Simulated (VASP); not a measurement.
Energy against volume of ZrC (rock salt). Method: optB88-vdW, VASP's PBE PAW potentials (set 64) (plane waves; VASP).

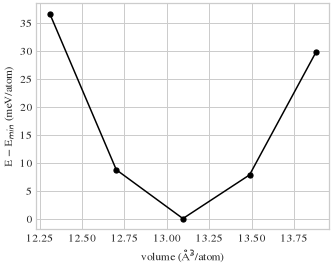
Fig. 1. Energy against volume

Question: Estimate the equilibrium volume and the bulk modulus.

Answer: The minimum lies near 13.1 Å³/atom, and the curvature gives B0 of about 220 GPa.

Measured: a 4.696 Å (computed value off by +0.4 %), as given by Guo-Xu Zhang et al., New Journal of Physics (2018), doi:10.1088/1367-2630/aac7f0. The calculation is for a static lattice, while the measured a holds thermal and zero-point effects, which are part of the difference.

The compound is ZrC in the rock salt structure. It was relaxed first.
